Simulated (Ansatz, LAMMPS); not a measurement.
## Forces and charges in amorphous 29Ga2O3-71GeO2 (mol %) (86 atoms)

Aim: energy, forces, charges and density of states of amorphous 29Ga2O3-71GeO2 (mol %) (86 atoms) at a fixed geometry.

Main program and level: Ansatz 0.2.0; Kohn-Sham DFT, PBE, PAW (set soft_2), plane waves.

## 1. Set-up

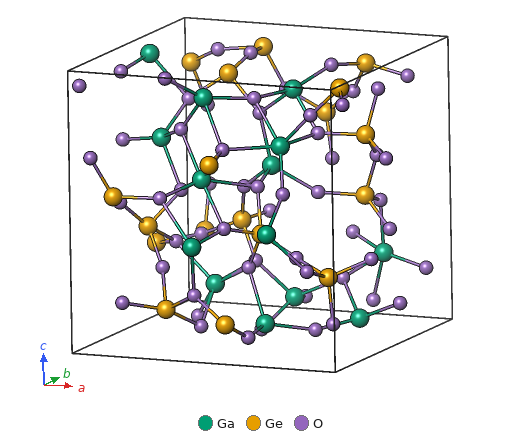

The starting structure, seen slightly off an axis (gallium teal, germanium orange, oxygen purple). Bonds to atoms that aren't drawn are left out. Some periodic images of atoms are drawn too.

The cell holds 86 atoms: 14 Ga, 17 Ge and 55 O. Its edges and angles: a = 10.551 Å, b = 10.551 Å, c = 10.551 Å, α = 90.0°, β = 90.0°, γ = 90.0°. 86 atoms (14 Fe, 17 Ge, 55 O) placed at random at 4.17 g/cm³, melted at 5000 K for 10 ps at fixed volume with the Morse and Coulomb pair potential with partial charges (Pedone, Malavasi, Menziani, Cormack and Segre, J. Phys. Chem. B 110, 11780 (2006)). Quenched from 5000 K to 300 K at 100 K/ps and fixed volume, held 5 ps, then minimised at fixed cell. Then Fe was replaced by Ga and the cell scaled by 1.006 (the potential has no terms for the new elements, so the cell is a start for a DFT relaxation).

Before any run, some limits are plain. The quench rate of 100 K/ps far exceeds what a furnace or splat quench reaches, so expect more defects and frozen-in strain than in a real sample. The network of bonds at the start is that of the classical potential that made the cell, and needn't be the one that DFT or experiment would give. The Brillouin zone is sampled at Γ only, in a cell whose shortest periodic width is 11 Å.

## 2. The classical run that made the cell

A classical potential makes the cell, at a small fraction of what the same run would cost in DFT.

This step: classical MD, Morse and Coulomb pair potential with partial charges (Pedone, Malavasi, Menziani, Cormack and Segre, J. Phys. Chem. B 110, 11780 (2006)) (LAMMPS 22 Jul 2025 - Update 4).

File in.lmp:

```
# melt-quench of Fe14Ge17O55
units metal
atom_style charge
boundary p p p
region box block 0 10.4881 0 10.4881 0 10.4881
create_box 3 box
mass 1 55.8450   # Fe
mass 2 72.6300   # Ge
mass 3 15.9990   # O
create_atoms 1 random 14 207841 NULL overlap 1.5 maxtry 2000
create_atoms 2 random 17 207848 NULL overlap 1.5 maxtry 2000
create_atoms 3 random 55 207855 NULL overlap 1.5 maxtry 2000
pair_style hybrid/overlay pedone 5.5 coul/long 8.0
pair_coeff * * coul/long
pair_coeff 1 3 pedone 0.418981 1.620376 2.382183 2   # Fe-O
pair_coeff 2 3 pedone 0.158118 2.294230 2.261313 5   # Ge-O
pair_coeff 3 3 pedone 0.042395 1.379316 3.618701 22   # O-O
set type 1 charge 1.8
set type 2 charge 2.4
set type 3 charge -1.2
kspace_style pppm 1.0e-4
neigh_modify delay 0 every 1 check yes
thermo_style custom step time temp pe press density
thermo_modify norm yes
timestep 0.002
thermo 100
min_style cg
minimize 1e-4 1e-4 200 2000
reset_timestep 0
velocity all create 5000 207842 mom yes dist gaussian
fix lim all nve/limit 0.05
fix lan all langevin 5000 5000 0.2 207843 zero yes
thermo 500
run 1000 post no
# [... 10 lines left out ...]
thermo 1250
fix md all nvt temp 300 300 0.2
run 2500 post no
unfix md
thermo 100
min_style cg
minimize 0 1e-3 2000 20000
write_dump all custom glass.dump id type xs ys zs modify sort id
```

The run is started by

```console
$ lmp -in in.lmp -log none -nocite
```

Numbers of over 12 decimals in the logs are rounded to 6 here.

The log of the run:

```text
LAMMPS (22 Jul 2025 - Update 4)
Created orthogonal box = (0 0 0) to (10.4881 10.4881 10.4881)
Created 14 atoms
Created 17 atoms
Created 55 atoms
PPPM initialization ...
  G vector (1/distance) = 0.38594645
  grid = 12 12 12
  estimated relative force accuracy = 5.113782e-05
   Step          Time           Temp          PotEng         Press         Density
         0   0              0             -0.39455558     790817.97      4.1689807
        95   0.19           0             -15.005507     -55549.082      4.1689807
Loop time of 0.0556435 s on 1 MPI rank(s) for 95 steps with 86 atoms
Minimization stats:
  Stopping criterion = energy tolerance
  Energy initial, next-to-last, final =
     -0.39455558144253  -15.0046301637866  -15.0055069968788
  Force two-norm initial, final = 304.45387 1.6585397
  Iterations, force evaluations = 95 128
   Step          Time           Temp          PotEng         Press         Density
[... 12 lines left out ...]
[... 1 line left out ...]
Loop time of 1.87664 s on 1 MPI rank(s) for 5000 steps with 86 atoms
   Step          Time           Temp          PotEng         Press         Density
[... 12 lines left out ...]
Loop time of 8.43934 s on 1 MPI rank(s) for 23500 steps with 86 atoms
   Step          Time           Temp          PotEng         Press         Density
[... 2 lines left out ...]
     31250   62.5           318.79136     -15.113867     -50353.976      4.1689807
     32000   64             344.64264     -15.107944     -46045.32       4.1689807
Loop time of 0.813187 s on 1 MPI rank(s) for 2500 steps with 86 atoms
   Step          Time           Temp          PotEng         Press         Density
     32000   64             344.64264     -15.107944     -46045.32       4.1689807
     32013   64.026         344.64264     -15.148942     -53141.06       4.1689807
Loop time of 0.0244738 s on 1 MPI rank(s) for 13 steps with 86 atoms
Minimization stats:
  Stopping criterion = linesearch alpha is zero
  Energy initial, next-to-last, final =
     -15.1079444238517  -15.1489417487955  -15.1489417487955
  Force two-norm initial, final = 12.650831 0.68911209
  Iterations, force evaluations = 13 61
```

It took 12 s on 1 thread of Arm Neoverse V2, shared host; peak memory 0.072 GiB.

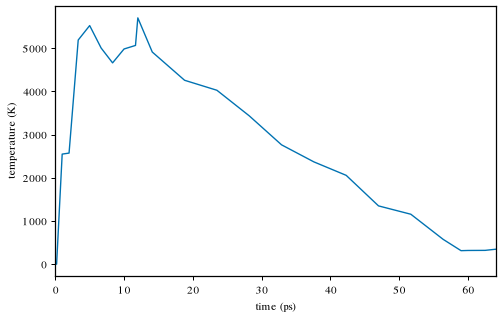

Temperature against time.

## 3. Plane-wave single point

One self-consistent run at the given positions yields energy and forces.

File input.yaml:

```yaml
crystal:
  lattice:
    - [10.55103, 0.0, 0.0]
    - [0.0, 10.55103, 0.0]
    - [0.0, 0.0, 10.55103]
  atoms:
    - { symbol: Ga, position: [0.17149, 0.4034, 0.70025] }
    - { symbol: Ga, position: [0.72837, 0.04088, 0.46146] }
    - { symbol: Ga, position: [0.81869, 0.6188, 0.06303] }
    - { symbol: Ga, position: [0.67729, 0.28319, 0.72568] }
    - { symbol: Ga, position: [0.53044, 0.71339, 0.10118] }
    - { symbol: Ga, position: [0.41147, 0.22924, 0.88956] }
    - { symbol: Ga, position: [0.07839, 0.52435, 0.9682] }
    - { symbol: Ga, position: [0.79019, 0.89529, 0.24144] }
    - { symbol: Ga, position: [0.39087, 0.25011, 0.59485] }
    - { symbol: Ga, position: [0.62075, 0.52595, 0.87829] }
    - { symbol: Ga, position: [0.57655, 0.35708, 0.07674] }
    - { symbol: Ga, position: [0.33912, 0.46717, 0.18216] }
    - { symbol: Ga, position: [0.44839, 0.02861, 0.4005] }
    - { symbol: Ga, position: [0.51084, 0.5781, 0.59145] }
    - { symbol: Ge, position: [0.03962, 0.95894, 0.85337] }
    - { symbol: Ge, position: [0.14277, 0.05191, 0.55425] }
    - { symbol: Ge, position: [0.34922, 0.58413, 0.90534] }
    - { symbol: Ge, position: [0.5727, 0.3419, 0.39656] }
    - { symbol: Ge, position: [0.10461, 0.91021, 0.27106] }
    - { symbol: Ge, position: [0.57002, 0.03149, 0.13344] }
    - { symbol: Ge, position: [0.05458, 0.60808, 0.28173] }
    - { symbol: Ge, position: [0.3308, 0.72109, 0.35959] }
    - { symbol: Ge, position: [0.92608, 0.24151, 0.95678] }
    - { symbol: Ge, position: [0.865, 0.25493, 0.27862] }
    - { symbol: Ge, position: [0.53391, 0.99622, 0.70237] }
    - { symbol: Ge, position: [0.29012, 0.15595, 0.14609] }
    - { symbol: Ge, position: [0.14747, 0.33328, 0.39795] }
    - { symbol: Ge, position: [0.80837, 0.70407, 0.48153] }
    - { symbol: Ge, position: [0.7434, 0.87225, 0.91321] }
    - { symbol: Ge, position: [0.33896, 0.90698, 0.93784] }
    - { symbol: Ge, position: [0.8846, 0.5466, 0.73081] }
    - { symbol: O, position: [0.90234, 0.86996, 0.87936] }
    - { symbol: O, position: [0.71429, 0.47537, 0.04193] }
    - { symbol: O, position: [0.68229, 0.71558, 0.93251] }
    - { symbol: O, position: [0.41078, 0.93414, 0.78896] }
    - { symbol: O, position: [0.66065, 0.94622, 0.79449] }
    - { symbol: O, position: [0.71791, 0.31469, 0.32633] }
    - { symbol: O, position: [0.08161, 0.99967, 0.69703] }
    - { symbol: O, position: [0.53633, 0.39959, 0.55078] }
    - { symbol: O, position: [0.65962, 0.63716, 0.49543] }
    - { symbol: O, position: [0.33426, 0.0791, 0.98079] }
    - { symbol: O, position: [0.72923, 0.18219, 0.57744] }
    - { symbol: O, position: [0.80588, 0.2564, 0.84891] }
    - { symbol: O, position: [0.55042, 0.35047, 0.87429] }
    - { symbol: O, position: [0.88141, 0.25304, 0.1152] }
    - { symbol: O, position: [0.56514, 0.9726, 0.54578] }
    - { symbol: O, position: [0.48783, 0.90036, 0.06527] }
    - { symbol: O, position: [0.2327, 0.26052, 0.27144] }
    - { symbol: O, position: [0.85396, 0.09841, 0.32784] }
    - { symbol: O, position: [0.49405, 0.20298, 0.43552] }
    - { symbol: O, position: [0.10465, 0.9543, 0.42826] }
    - { symbol: O, position: [0.35706, 0.30194, 0.06341] }
    - { symbol: O, position: [0.96343, 0.8656, 0.20464] }
    - { symbol: O, position: [0.00245, 0.45313, 0.67214] }
    - { symbol: O, position: [0.73114, 0.48391, 0.73807] }
    - { symbol: O, position: [0.21603, 0.54131, 0.81513] }
    - { symbol: O, position: [0.10076, 0.20223, 0.5035] }
    - { symbol: O, position: [0.18276, 0.02608, 0.18653] }
    - { symbol: O, position: [0.63013, 0.99339, 0.28539] }
    - { symbol: O, position: [0.29837, 0.28804, 0.75951] }
    - { symbol: O, position: [0.72227, 0.95164, 0.05875] }
    - { symbol: O, position: [0.30784, 0.07958, 0.55439] }
    - { symbol: O, position: [0.59176, 0.17718, 0.06232] }
    - { symbol: O, position: [0.98899, 0.34592, 0.33535] }
    - { symbol: O, position: [0.48053, 0.5397, 0.01635] }
    - { symbol: O, position: [0.40974, 0.65626, 0.23263] }
    - { symbol: O, position: [0.98793, 0.58566, 0.13406] }
    - { symbol: O, position: [0.796, 0.86059, 0.43408] }
    - { symbol: O, position: [0.46837, 0.57934, 0.77387] }
    - { symbol: O, position: [0.25668, 0.375, 0.52568] }
    - { symbol: O, position: [0.49633, 0.40281, 0.262] }
    - { symbol: O, position: [0.36836, 0.87644, 0.36485] }
    - { symbol: O, position: [0.16551, 0.74346, 0.29476] }
    - { symbol: O, position: [0.91802, 0.58326, 0.88906] }
    - { symbol: O, position: [0.36488, 0.74098, 0.94932] }
    - { symbol: O, position: [0.23943, 0.54046, 0.04756] }
    - { symbol: O, position: [0.92881, 0.64024, 0.3824] }
    - { symbol: O, position: [0.8674, 0.67694, 0.63366] }
    - { symbol: O, position: [0.4262, 0.09254, 0.21619] }
    - { symbol: O, position: [0.17769, 0.50062, 0.31501] }
    - { symbol: O, position: [0.7105, 0.72288, 0.17975] }
    - { symbol: O, position: [0.0439, 0.35386, 0.93482] }
    - { symbol: O, position: [0.17248, 0.89242, 0.92014] }
    - { symbol: O, position: [0.37423, 0.64695, 0.49494] }
    - { symbol: O, position: [0.51271, 0.15926, 0.7248] }
    - { symbol: O, position: [0.99919, 0.09852, 0.92832] }
kpoints:
  mp_grid: { grid: [1, 1, 1] }
hamiltonian:
  xc: pbe
scf:
  occupations: { method: fixed }
output:
  forces: true
  stress: true
  populations: true
  dos:
    method: { smearing: { sigma: 0.08 } }
    de: 0.1
    projected: { site_lists: { Ga: [Ga], Ge: [Ge], O: [O] } }
  eigenvalues: true
  write_density: true
  write_potential: true
  volumetric_format: npy
```

The run is started by

```console
$ ansatz run input.yaml --threads 8 --pin off --max-ram 15872MiB --backend cpu --events-out ev --progress --plain --runs-dir out
```

The log of the run:

```text
Engine: ansatz 0.2.0, aarch64-unknown-linux-gnu
Pseudopotentials: kind: paw
Pseudopotential: Ga, paw, valence charge 13, recommended cutoff 420 eV (normal), Ga.paw.azcp
Pseudopotential: Ge, paw, valence charge 14, recommended cutoff 420 eV (normal), Ge.paw.azcp
Pseudopotential: O, paw, valence charge 6, recommended cutoff 420 eV (normal), O.paw.azcp
Functional definition: PBE
  parameter kappa = 0.804
  parameter beta = 0.066725
  exchange = pbe_x(kappa = kappa, mu = beta*pi^2/3)
  correlation = pbe_c(beta = beta)
Crystal: 86 atoms, lattice volume = 1174.585 Å³
Basis set: ecut = 420 eV, 22983 PW (Γ), exchange–correlation on 144×144×144 points (8 copies of the dense FFT grid, shifted against one another)
Bands: 461, of which v1, the nominal top of the filled ones, is band 375 counted from 1 (374 counted from 0)
Symmetry: 1 space group operations
Space group: P1 (ITA 1), of the structure as read, at distance tolerance 1.1e-4 Å
k-points: 1
Non-local potential: Ga, projectors of the file, l = 0: 2, l = 1: 2, l = 2: 3, l = 3: 1
Non-local potential: Ge, projectors of the file, l = 0: 2, l = 1: 2, l = 2: 3, l = 3: 1
Non-local potential: O, projectors of the file, l = 0: 2, l = 1: 2, l = 2: 1
PAW form: soft (Blöchl's): semilocal exchange-correlation on the pseudo side does not see the compensation charge
PAW one-centre angular grid: Ga, 590 points (default); XC on 64 Gauss nodes
PAW one-centre angular grid: Ge, 590 points (default); XC on 64 Gauss nodes
PAW one-centre angular grid: O, 110 points (default); XC on 64 Gauss nodes
Initial density: superposition of atomic densities (neutral atoms: chi_scale 0, normalization atom), corrected by the library's trained network
Initial wavefunctions: pseudopotential atomic-orbital guess
Functional: x = pbe(κ = 0.804, μ = 0.219515), c = pbe(β = 0.066725)
SCF iter   1: F=—  HF=-157175.389090 eV  |F-HF|=—  |Δ(HF+E_count)|=         —  Δρ=3.27e-3  dr2=1.13e-1  ethr=1.77e-3  ⟨swp⟩=5.0  Hψ=1525  notcnv=0  defer=84
preconditioner: auto → Resta (q_TF=auto, 2.532 Å⁻¹)  ε∞=3.4  [insulator: Δε(μ)=0.716 eV  Ē_g=19.172 eV  n_scr=340 (ndim 8)  ℏωp=29.7 eV  f_vac=0.190  ε∞_Penn≈3.4]
SCF iter   2: F=—  HF=-157175.385147 eV  |F-HF|=—  |Δ(HF+E_count)|=   3.94e-3  Δρ=1.81e-3  dr2=2.33e-2  ethr=1.50e-5  ⟨swp⟩=2.0  Hψ=823  notcnv=0  defer=84
SCF iter   3: F=—  HF=-157175.385822 eV  |F-HF|=—  |Δ(HF+E_count)|=   6.76e-4  Δρ=7.87e-4  dr2=7.65e-3  ethr=3.10e-6  ⟨swp⟩=2.0  Hψ=623  notcnv=0  defer=84
SCF iter   4: F=—  HF=-157175.386399 eV  |F-HF|=—  |Δ(HF+E_count)|=   5.76e-4  Δρ=4.23e-4  dr2=2.22e-3  ethr=1.02e-6  ⟨swp⟩=2.0  Hψ=621  notcnv=0  defer=84
SCF iter   5: F=—  HF=-157175.386186 eV  |F-HF|=—  |Δ(HF+E_count)|=   2.13e-4  Δρ=1.59e-4  dr2=3.15e-4  ethr=2.96e-7  ⟨swp⟩=2.0  Hψ=619  notcnv=0  defer=81
SCF iter   6: F=—  HF=-157175.386210 eV  |F-HF|=—  |Δ(HF+E_count)|=   2.40e-5  Δρ=7.96e-5  dr2=7.36e-5  ethr=4.21e-8  ⟨swp⟩=2.0  Hψ=620  notcnv=0  defer=78
SCF iter   7: F=—  HF=-157175.387813 eV  |F-HF|=—  |Δ(HF+E_count)|=   1.60e-3  Δρ=2.17e-5  dr2=6.51e-6  ethr=9.81e-9  ⟨swp⟩=2.0  Hψ=831  notcnv=0  defer=78
SCF iter   8: F=—  HF=-157175.387818 eV  |F-HF|=—  |Δ(HF+E_count)|=   5.49e-6  Δρ=1.28e-5  dr2=1.99e-6  ethr=8.68e-10  ⟨swp⟩=2.0  Hψ=753  notcnv=0  defer=78
SCF iter   9: F=—  HF=-157175.387819 eV  |F-HF|=—  |Δ(HF+E_count)|=   6.81e-7  Δρ=5.25e-6  dr2=3.47e-7  ethr=2.65e-10  ⟨swp⟩=2.0  Hψ=753  notcnv=0  defer=78
SCF iter  10: F=-157175.387819 eV  HF=-157175.387819 eV  |F-HF|=4.77e-9  |Δ(HF+E_count)|=   1.70e-7  Δρ=2.06e-6  dr2=5.66e-8  ethr=1.33e-11  ⟨swp⟩=16.0  Hψ=3541  notcnv=0
SCF 1 converged in 10 iterations: F = -157175.387819 eV  dr2 = 5.66e-8
  greatest PAW one-centre occupation: 0.999 electrons in one spin orbital (limit 2), on the Ge atom at site 16 (counted from 0), in its partial waves of l = 2
WARN: The input density's exchange-correlation potential varies sharply where the density is thin. Do not read a vacuum level from v_tot or v_xc, or from such a field of the output density. On a cell that repeats whose density bears no net charge and no dipole along the vacuum's axis use v_es (v_loc + v_h of the components); [...]
SCF converged after 10 iterations
Free energy (F): -157175.387819 eV
Harris-Foulkes:  -157175.387819 eV  (|F-HF|=4.77e-9)
Internal energy: -157175.387819 eV  (E = F + TS)
E sigma→0 (E₀):  -157175.387819 eV
Fermi energy:    5.356072 eV
--- Per-component energies (eV) ---
  E_band       = -5333.688828
  E_kinetic    = 13120.097183
  E_local      = -108026.930376  (includes V_loc(G=0)·N_el)
  E_nonlocal   = 15956.796265
  E_hartree    = 47048.115152
  E_xc         = -6223.842701
  E_vxc        = -6987.273840  (∫ρ·V_xc dr)
  E_paw        = -71150.018520  (= ΣΔE_a)
  E_vpaw       = -13492.737184  (= ΣTr[D̂ρ^β])
  E_aug_tail   = 0.139400  (compensation charges beyond the density's cutoff)
  E_ewald      = -47899.744222
  E_smearing   = -0.000000  (= −TS)
  E_closure    = 0.000000  (closes the sum)
  Σ components = -157175.387819   (vs F -157175.387819, Δ=0.00e0)
--- Forces (eV/Å), atoms counted from 1 ---
  atom   1  Ga    -0.18323662     0.14965574     0.02519275
  atom   2  Ga     0.59083142     1.31920200     0.89386020
  atom   3  Ga    -1.03802820     0.14330398     0.20635122
  atom   4  Ga     1.65077243    -1.36699167     0.44189035
  atom   5  Ga     0.33161769     0.83507078     0.16685056
  atom   6  Ga    -0.49217979     0.03734512     0.11546563
  atom   7  Ga    -0.28528539    -1.35945405    -0.28611572
  atom   8  Ga     0.18673833    -0.51334744    -0.55117770
  atom   9  Ga    -1.14532164    -0.89499592    -0.27708675
  atom  10  Ga     0.12017447     0.08161609    -0.20463615
  atom  11  Ga     0.48466778    -0.95759547     0.15872671
  atom  12  Ga    -0.51530473    -0.10357435    -0.01753868
  atom  13  Ga    -0.95332826    -0.42475245     0.11146893
  atom  14  Ga     0.29003427     0.72896102    -1.07395843
[...]
atom  85  O     -0.48317541     2.42561394     0.63929394
  atom  86  O      0.77767200    -0.38831841     0.57589724
  max |Σ_I F_I| component: 4.45e-5 eV/Å
--- Stress (GPa, compression-positive) ---
       -2.142488      -0.712261       1.777177
       -0.712261       0.354959      -0.274231
        1.777177      -0.274231      -3.727803
  P = ⅓ Tr σ = -1.8384 GPa (-18.384 kbar)
--- Band table (eV) ---
  k-point 0: bands = ["-20.0829", "-20.0716", "-20.0001", "-19.8631", [... 445 levels ...], "14.3136", "14.3524", "14.4742", "14.5398", "14.5653", "14.6637", "14.7267", "14.8440", "14.8808", "14.9088", "14.9596", "15.0119"]
--- Löwdin populations: 86 sites ---
  site symbol       q [e]
     0     Ga     11.9123
     1     Ga     11.9619
     2     Ga     11.9631
[...]
85      O      6.7767
  spilling = 0.004216 (of n_electrons = 750.000000)
```

The job ended after 13 s (8 threads of Arm Neoverse V2, shared host; peak memory 1.8 GiB).

The column dr2 measures how far the density is from self-consistency, as an energy; F and HF (Harris–Foulkes) agree once it is small.

The program notes that the exchange-correlation potential is rough where the density is thin.

Numbers from this run:

* free energy: -157175.3878 eV
* free energy per atom: -1827.6208 eV/atom
* SCF cycles: 10
* pressure: -1.838 GPa
* r.m.s. force component: 0.8886 eV/Å
* longest force: 2.843 eV/Å
* Fermi energy: 5.356 eV
* gap (highest filled to lowest empty level): 0.6267 eV
* spilling of the projection: 0.004216

Neighbours are counted within 2.27 Å (O-Ge), 2.50 Å (O-Ga).

Length of the force by element and coordination:

| element | coordination | atoms | mean length of the force (eV/Å) | spread | least | most |
| --- | --- | --- | --- | --- | --- | --- |
| Ga | all | 14 | 1.04 | 0.540 | 0.238 | 2.19 |
| Ga | 4 | 2 | 0.784 | 0.546 | 0.238 | 1.33 |
| Ga | 5 | 5 | 1.38 | 0.569 | 0.507 | 2.19 |
| Ga | 6 | 7 | 0.869 | 0.371 | 0.251 | 1.48 |
| Ge | all | 17 | 1.13 | 0.442 | 0.304 | 2.08 |
| Ge | 4 | 12 | 1.17 | 0.323 | 0.508 | 1.64 |
| Ge | 5 | 5 | 1.04 | 0.633 | 0.304 | 2.08 |
| O | all | 55 | 1.55 | 0.703 | 0.232 | 2.84 |
| O | 2 | 24 | 1.41 | 0.550 | 0.263 | 2.43 |
| O | 3 | 25 | 1.76 | 0.767 | 0.232 | 2.84 |
| O | 4 | 5 | 1.33 | 0.784 | 0.424 | 2.55 |
| O | 5 | 1 | 0.957 | 0 | 0.957 | 0.957 |

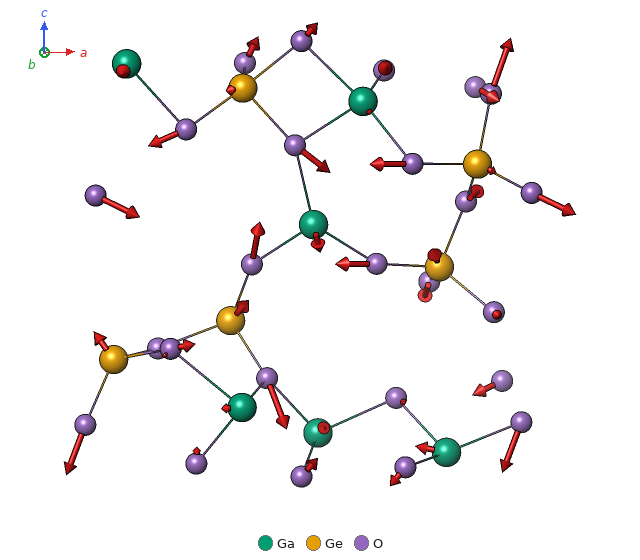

Forces as arrows; the longest in the cell is 2.84 eV/Å. Drawn is a slice 5 Å thick, seen along the normal of the ac plane. Bonds to atoms that aren't drawn are left out.

Löwdin charges by element and coordination (they lack the spilled electrons, 0.037 e an atom on average):

| element | coordination | atoms | mean charge (e) | spread | least | most |
| --- | --- | --- | --- | --- | --- | --- |
| Ga | all | 14 | 1.04 | 0.0235 | 1.01 | 1.09 |
| Ga | 4 | 2 | 1.08 | 0.0037 | 1.08 | 1.09 |
| Ga | 5 | 5 | 1.04 | 0.0123 | 1.02 | 1.06 |
| Ga | 6 | 7 | 1.02 | 0.0135 | 1.01 | 1.04 |
| Ge | all | 17 | 1.60 | 0.028 | 1.56 | 1.66 |
| Ge | 4 | 12 | 1.62 | 0.0163 | 1.59 | 1.66 |
| Ge | 5 | 5 | 1.57 | 0.0096 | 1.56 | 1.58 |
| O | all | 55 | -0.702 | 0.0413 | -0.777 | -0.633 |
| O | 2 | 24 | -0.742 | 0.0219 | -0.777 | -0.690 |
| O | 3 | 25 | -0.675 | 0.021 | -0.717 | -0.633 |
| O | 4 | 5 | -0.661 | 0.0144 | -0.679 | -0.648 |
| O | 5 | 1 | -0.637 | 0 | -0.637 | -0.637 |

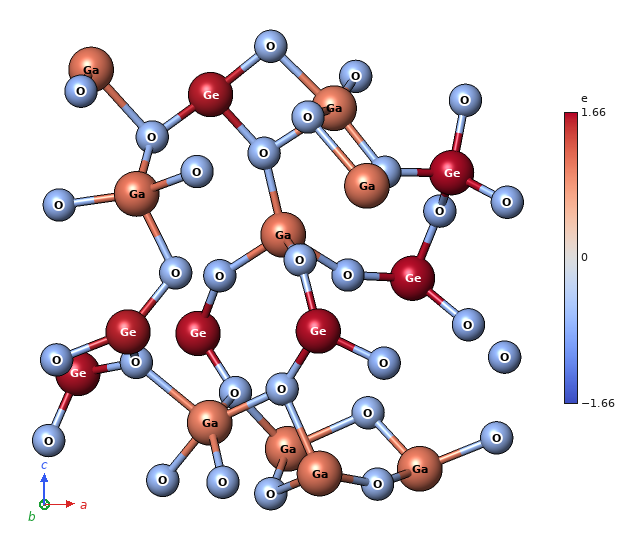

Atoms coloured by Löwdin charge. Drawn is a slice 5 Å thick, seen along the normal of the ac plane. Bonds to atoms that aren't drawn are left out.

(Part 1 of 2 ends here.)

[Logs are printed without paths, hosts, clocks, repeated set-up lines and the standing remarks that a program may print on its own settings, such as how far it seeks lower states.]

[Hosts, paths, dates, database ids (printed as entryN), source tags and the programs' standing remarks are cut or masked in the printed files.]
